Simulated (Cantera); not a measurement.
A closed system holds: 1 mol Si, 4.9 mol F2, 10 mol N2, equilibrated at 47.0 mbar.

Equilibrium computed with Cantera from the NASA thermochemical tables; the gas is ideal and each condensed phase is pure. Candidate condensed phases: Si, Si3N4; 16 gas species. The numbers say what is thermodynamically allowed, not how fast it happens.

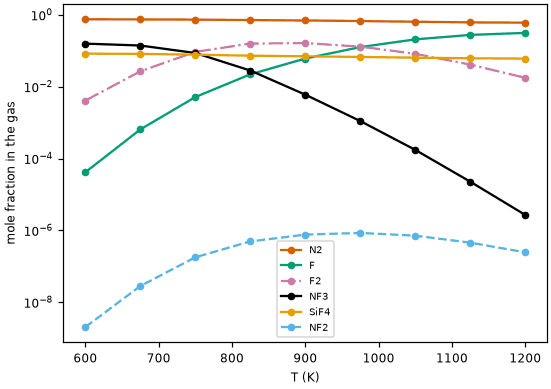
*Equilibrium gas composition (values under 1e-9 drawn at 1e-9)*

Q: Read off the mole fractions at 1125 K.

A: N2 about 0.62, F about 0.28, SiF4 about 0.062, F2 about 0.041, NF3 about 2.3e-5, NF2 about 4.6e-7.
